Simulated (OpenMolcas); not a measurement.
Re⁴⁺ complex: multiconfigurational calculation (part 2 of 2)

Continued. System: Re⁴⁺ with 6 ligands (Cl; octahedron, 2.356 Å), embedded in Cs2ZrCl6 by model potentials and point charges, whose field is part of the energies. Method: state-averaged CASSCF, active space 3 electrons in the shell 5d, basis ANO-RCC-VDZP on the metal and ANO-RCC-VDZP on the ligands, DKH2 scalar Hamiltonian, spin-orbit coupling by RASSI with atomic mean-field integrals (OpenMolcas).

Output (extracts), continued:
```
--- RASSI ---
SPIN-FREE ENERGIES:
  (Shifted by EMIN (a.u.) =     -19442.5139053309)

 SF State       Relative EMIN(au)   Rel lowest level(eV)    D:o, cm**(-1)

     1             0.0000000000        0.0000000000              0.0000
    11             0.0551287401        1.5001294410          12099.3599
    12             0.0551287401        1.5001294410          12099.3599
    13             0.0582229397        1.5843269012          12778.4582
    14             0.0582229397        1.5843269012          12778.4582
    15             0.0582229397        1.5843269012          12778.4582
    16             0.0889370897        2.4201015004          19519.4350
    17             0.0889370897        2.4201015004          19519.4350
    18             0.0889370897        2.4201015004          19519.4350
     2             0.1377027072        3.7470815517          30222.2509
     3             0.1377027072        3.7470815517          30222.2509
     4             0.1377027072        3.7470815517          30222.2509
     5             0.1670380160        4.5453359716          36660.6070
     6             0.1670380160        4.5453359716          36660.6070
     7             0.1670380160        4.5453359716          36660.6070
    19             0.1799797904        4.8974995922          39500.9981
    20             0.1835261548        4.9940010839          40279.3352
    21             0.1835261548        4.9940010839          40279.3352
    22             0.1835261548        4.9940010839          40279.3352
    23             0.1885799202        5.1315210470          41388.5085
    24             0.1885799202        5.1315210470          41388.5085
    25             0.1885799202        5.1315210470          41388.5085
    26             0.1956659808        5.3243425786          42943.7190
    27             0.1956659808        5.3243425786          42943.7190
    28             0.2048879036        5.5752838832          44967.6971
    29             0.2048879036        5.5752838832          44967.6971
    30             0.2048879036        5.5752838832          44967.6971
    31             0.2220018272        6.0409774679          48723.7692
    32             0.2220018279        6.0409774871          48723.7693
    33             0.2220018279        6.0409774871          48723.7693
    34             0.2323246563        6.3218759568          50989.3683
    35             0.2707245751        7.3667909802          59417.1763
    36             0.2707245761        7.3667910070          59417.1765
    10             0.2851903085        7.7604236392          62592.0378
     8             0.2851903085        7.7604236392          62592.0378
     9             0.2851903085        7.7604236392          62592.0378
    37             0.3198812714        8.7044128288          70205.8241
    38             0.3198812714        8.7044128288          70205.8241
    39             0.3198812714        8.7044128288          70205.8241
    40             0.3235387663        8.8039383356          71008.5515
Eigenvalues of complex Hamiltonian:
   -----------------------------------
  (Shifted by EMIN (a.u.) =     -19442.5139053309)

 SO State       Relative EMIN(au)   Rel lowest level(eV)    D:o, cm**(-1)

     1            -0.0056720502        0.0000000000              0.0000
     2            -0.0056720502        0.0000000004              0.0000
     3            -0.0056720502        0.0000000000              0.0000
     4            -0.0056720502        0.0000000004              0.0000
     5             0.0467019844        1.4251700847          11494.7719
     6             0.0467019844        1.4251700847          11494.7719
     7             0.0467019845        1.4251700880          11494.7720
     8             0.0467019845        1.4251700880          11494.7720
     9             0.0516645912        1.5602094932          12583.9382
    10             0.0516645912        1.5602094932          12583.9382
    11             0.0516645912        1.5602094950          12583.9382
    12             0.0516645912        1.5602094950          12583.9382
    13             0.0555161235        1.6650150277          13429.2519
    14             0.0555161235        1.6650150277          13429.2519
    15             0.0877871013        2.5431530694          20511.9128
    16             0.0877871013        2.5431530694          20511.9128
    17             0.0919225881        2.6556853974          21419.5473
    18             0.0919225881        2.6556853974          21419.5473
    19             0.0919225883        2.6556854026          21419.5473
    20             0.0919225883        2.6556854026          21419.5473
    21             0.1303684529        3.7018506747          29857.4393
    22             0.1303684529        3.7018506747          29857.4393
    23             0.1334519476        3.7857568388          30534.1881
    24             0.1334519475        3.7857568377          30534.1881
    25             0.1334519475        3.7857568377          30534.1881
    26             0.1334519476        3.7857568388          30534.1881
    27             0.1361747057        3.8598468610          31131.7644
    28             0.1361747057        3.8598468610          31131.7644
    29             0.1361747056        3.8598468602          31131.7644
    30             0.1361747056        3.8598468602          31131.7644
    31             0.1391550840        3.9409470856          31785.8819
    32             0.1391550840        3.9409470856          31785.8819
    33             0.1587080901        4.4730114871          36077.2707
    34             0.1587080901        4.4730114871          36077.2707
    35             0.1646822996        4.6355780093          37388.4581
    36             0.1646822996        4.6355780112          37388.4581
    37             0.1646822996        4.6355780112          37388.4581
    38             0.1646822996        4.6355780093          37388.4581
    39             0.1670840037        4.7009317094          37915.5712
    40             0.1670840037        4.7009317094          37915.5712
    41             0.1701965616        4.7856287233          38598.6987
Weights of the five most important spin-orbit-free states for each spin-orbit state.

 SO State  Total energy (au)           Spin-free states, spin, and weights
 -------------------------------------------------------------------------------------------------------
    1        -0.005672       1 1.5  0.9458   16 0.5  0.0156   17 0.5  0.0081    2 1.5  0.0081   18 0.5  0.0065
    2        -0.005672       1 1.5  0.9458   18 0.5  0.0132   17 0.5  0.0129    3 1.5  0.0091    4 1.5  0.0042
    3        -0.005672       1 1.5  0.9458   16 0.5  0.0162    2 1.5  0.0079   17 0.5  0.0073   18 0.5  0.0067
    4        -0.005672       1 1.5  0.9458   18 0.5  0.0139   17 0.5  0.0120    3 1.5  0.0090    4 1.5  0.0045
    5         0.046702      11 0.5  0.5500   15 0.5  0.1344   14 0.5  0.1219   17 0.5  0.0763   16 0.5  0.0296
    6         0.046702      11 0.5  0.5500   15 0.5  0.1344   14 0.5  0.1219   17 0.5  0.0763   16 0.5  0.0296
    7         0.046702      12 0.5  0.5500   13 0.5  0.1687   18 0.5  0.0664   14 0.5  0.0532   16 0.5  0.0493
    8         0.046702      12 0.5  0.5500   13 0.5  0.1687   18 0.5  0.0664   14 0.5  0.0532   16 0.5  0.0493
    9         0.051665      11 0.5  0.3354   15 0.5  0.3122   14 0.5  0.2625   13 0.5  0.0367   12 0.5  0.0133
   10         0.051665      11 0.5  0.3347   15 0.5  0.3123   14 0.5  0.2615   13 0.5  0.0376   12 0.5  0.0140
   11         0.051665      13 0.5  0.3709   12 0.5  0.3354   14 0.5  0.1451   15 0.5  0.0954   11 0.5  0.0133
   12         0.051665      13 0.5  0.3701   12 0.5  0.3347   14 0.5  0.1461   15 0.5  0.0953   11 0.5  0.0140
```

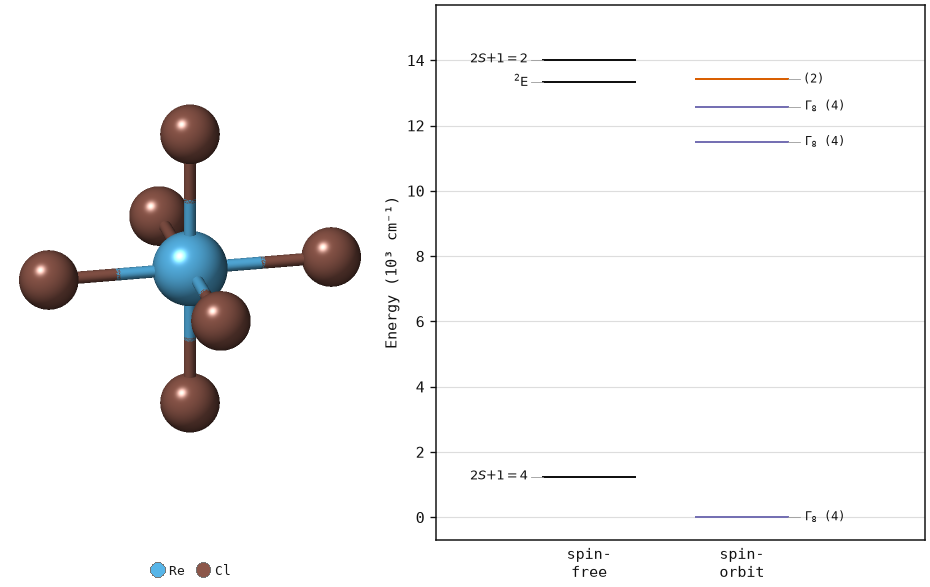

Figure 1. Re⁴⁺ (5d³) as a dopant in Cs₂ZrCl₆, a cluster with its 6 nearest Cl⁻ at 2.356 Å (octahedron) embedded in model potentials and point charges; the geometry was set, not optimised, and its levels. Labels give the representation in O, Td, D4 or D3 as the site allows (double group for half-integer spin) where it could be assigned and, in brackets, the degeneracy; spin-free states, where drawn, share the zero of the spin-orbit levels. The ground level is Γ₈, 4-fold degenerate, 96 % from states of spin multiplicity 4. The next level lies at 11,500 cm⁻¹ (Γ₈). The active orbitals hold 66 to 84 % metal character (Löwdin), and the Mulliken charge of the metal is +0.81.

Outcome of the run: converged.
